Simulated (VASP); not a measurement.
Band structure of MgI2 (1T layered). Computed with MS2 meta-GGA, VASP's PBE PAW potentials (set 64) (plane waves; VASP).

The path is coarsely sampled, so an indirect gap can come out somewhat too large. Unless said otherwise, spin-orbit coupling is left out, though it shifts the bands of the heavy elements here.

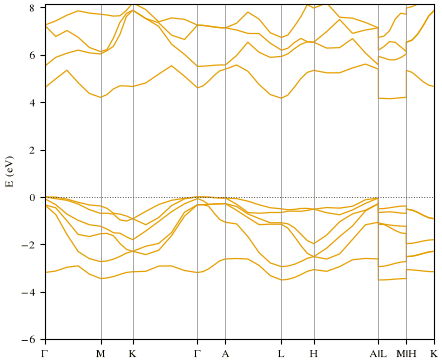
Figure. Bands along high-symmetry lines, zero at the valence-band maximum or, without a gap, the Fermi level

Problem. Read the plot: is there a gap, and where are the band edges?

Solution. The gap is indirect, 4.15 eV, from the valence maximum at Γ to the conduction minimum at L-M at 0.40.

The compound is MgI2 in the 1T layered structure. It was relaxed first, which changed the volume by +6 %.
